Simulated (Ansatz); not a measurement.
The starting structures come from a database of crystals and need not be the phases stable at ambient conditions.

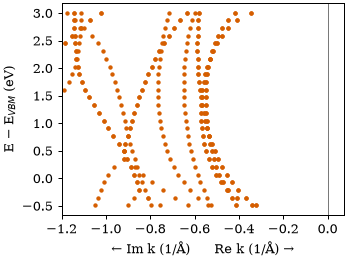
Figure. Complex bands at the centre of the two-dimensional zone; r2SCAN (Ansatz, a program for electronic structure)

No gap correction and no spin-orbit coupling; mid-gap values are interpolated between computed energies.

Task: This is VBiO4 (I4_1/amd, not sure to be the ambient phase, 12 atoms a cell, 14.3 Å³ an atom) along the normal of (110). Read off the slowest decay at the centre of the two-dimensional zone at 1.33 eV, the computed energy nearest the middle of the gap.

Result: κ ≈ 0.55 1/Å, a decay length 1/(2κ) of the density of 0.91 Å.
